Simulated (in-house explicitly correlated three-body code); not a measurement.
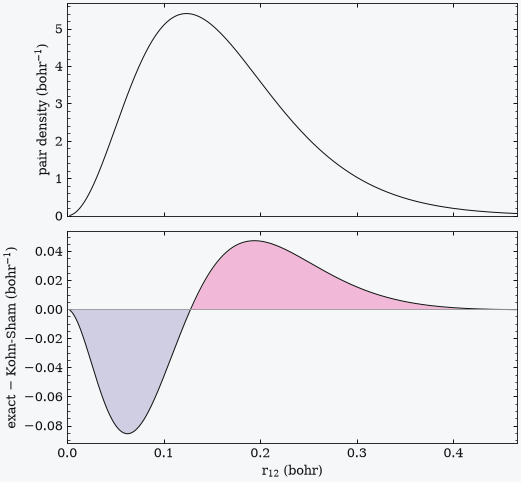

Two electrons around a point charge Z = 14 (Si¹²⁺). Computed variationally in 260 exponentially correlated functions with an in-house code, non-relativistic, converged to about 10⁻⁸ of the energy. The plot shows the distribution of the distance r₁₂ between the electrons in the ground state (one pair, times 4πr₁₂²) and its difference from that of the Kohn-Sham determinant with the same density, the Coulomb hole.

**Describe both curves.**

The pair density peaks near r₁₂ = 0.12 bohr, and ⟨r₁₂⟩ = 0.1617 bohr. Correlation takes weight from short distances: the hole is deepest (−0.086 bohr⁻¹) near 0.063 bohr and first changes sign near 0.13 bohr, moving 0.62 % of the pair outwards. The mean cosine of the angle between the electrons is −0.00950, and the density-functional correlation energy is −45.96 millihartree.
